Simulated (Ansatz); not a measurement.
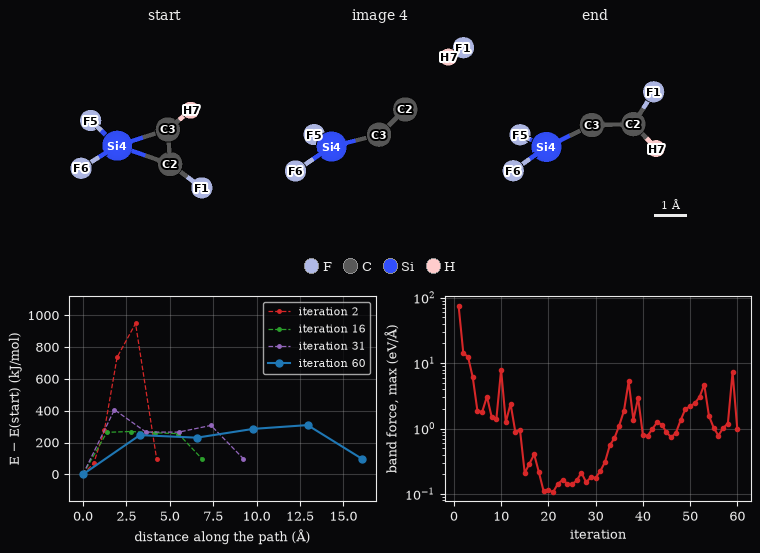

A nudged-elastic-band calculation for C₂HF₃Si. Images are numbered from 0 (start) to 5 (end). The plot follows the band through its iterations. The picture is a ball-and-stick view, seen from a free direction.

These are results of RKS PBE-D4/def2-SVP in Ansatz 0.2.0, not measurements. Settings: 4 movable images; no climbing image; force threshold 0.05 eV/Å; iteration limit 60; starting path through a guess of the saddle point.

Did the band converge, and can the barrier be trusted?

Answer. The result isn't final. The band hadn't converged when the run stopped after 60 iterations. The largest component of the band force went from 76 to 0.97 eV/Å. The barrier read from it is provisional: over the last two iterations the highest image moved from 299.2 kJ/mol to 309.5 kJ/mol. The first iteration put the highest image at 2741.6 kJ/mol. The energy climbs by 309.5 kJ/mol to image 4 and then falls by 210.9 kJ/mol, so the end point sits at +98.5 kJ/mol. The profile has 2 maxima (images 1, 4) with a dip at image 2 (+230.4 kJ/mol), which on an unconverged band is provisional.

Cost: 3.4 min on 2 threads of Intel(R) Xeon(R) Platinum 8488C (Sapphire Rapids) (shared host), peak memory 0.15 GiB.
